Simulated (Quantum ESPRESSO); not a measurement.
# MnSe: energy over the lowest, ferro + against volume, fitted and tested on a withheld row

The database entry behind the starting cell differs from later determinations by our own check (about 0.4 % short), so it need not match the best structure at ambient conditions.

System: MnSe, 1 Mn and 1 Se in the cell, space group Fm-3m. From the study “How volume moves the moments of MnSe”.

Method: PBEsol with U = 4 eV on Mn d; plane waves with GBRV 1.5 PBEsol potentials (Quantum ESPRESSO 7.5). Settings shared by all rows: cutoff 544.23 eV, fermi-dirac occupations, smearing width 0.136 eV.

Results; the value marked ? is withheld:

```csv
volume (factor),"energy over the lowest, ferro + (meV an atom)"
0.8,319.7
0.86,154.0
0.92,?
0.96,20.7
1,4.5
1.05,6.1
1.1,26.6
1.16,70.2
```

**Question.** Fit the rows given and predict the energy over the lowest, ferro + at volume = 0.92 factor.

**Law.** Energy against volume follows the Birch–Murnaghan form, which is a polynomial in the Eulerian strain: third order, a cubic in t = (V/1)^(−2/3) − 1. In symbols, E = c0 + c1 t + c2 t² + c3 t³, with energy over the lowest, ferro + in meV an atom.

**Fit.** Least squares on 7 rows gives c0 = 4.7565, c1 = 305.641, c2 = 10536.6 and c3 = -1211.62.

```csv
volume (factor),t,computed,fit,computed − fit
0.8,0.1604,319.7,319.86,-0.16
0.86,0.10578,154.0,153.54,0.46
0.96,0.027588,20.7,21.18,-0.48
1,0,4.5,4.76,-0.26
1.05,-0.032003,6.1,5.81,0.29
1.1,-0.061564,26.6,26.16,0.44
1.16,-0.094209,70.2,70.49,-0.29
```

The slope vanishes at t = -0.01447, so the minimum lies at V = 1 × (1 + t)^(−3/2) = 1.022. That is the minimum of this magnetic state alone.

**Prediction.** At volume = 0.92 factor, t = 0.057162, so the law predicts 56.43 meV an atom. The computed value is 56.0 meV an atom, 0.43 below the prediction. The row lies between fitted rows, so this is an interpolation. The miss is about equal to the rms residual of the fit, 0.36.

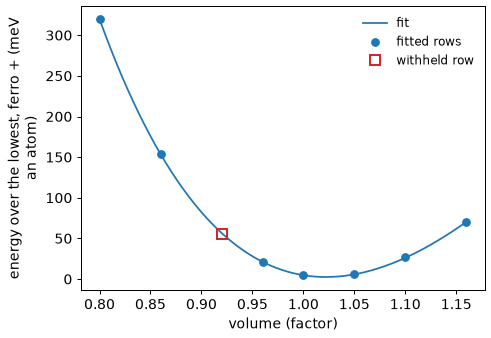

The rows, the fitted law and the withheld row.

[Logs and program files are shortened in this print: banners, set-up blocks, solver, clock and traceback lines can be left out without a mark of their own.]

[Logs are printed without paths, hosts, clocks, repeated set-up lines and the standing remarks that a program may print on its own settings, such as how far it seeks lower states.]

[Hosts, paths, dates, database ids (printed as entryN), source tags and the programs' standing remarks are cut or masked in the printed files.]

[Where a cell is said to come from a database of computed structures, the database is the Materials Project.]
